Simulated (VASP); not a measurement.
Band structure of CeO2 (fluorite). These are AM05 GGA, VASP's PBE PAW potentials (set 64) (plane waves; VASP 6.6.1) values and carry that method's errors.

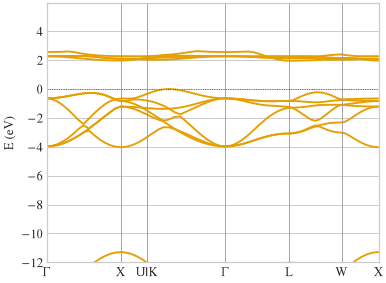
Figure: Bands along high-symmetry lines, zero at the valence-band maximum or, without a gap, the Fermi level

**Question.** Read the plot: is there a gap, and where are the band edges?

**Answer.** The gap is indirect, 1.96 eV, from the valence maximum at K-Γ at 0.29 to the conduction minimum at L. (Edges off the drawn lines would not show.)

The compound is CeO2 in the fluorite structure. It was relaxed first. The run is not spin-polarised, so no magnetic state was tried.
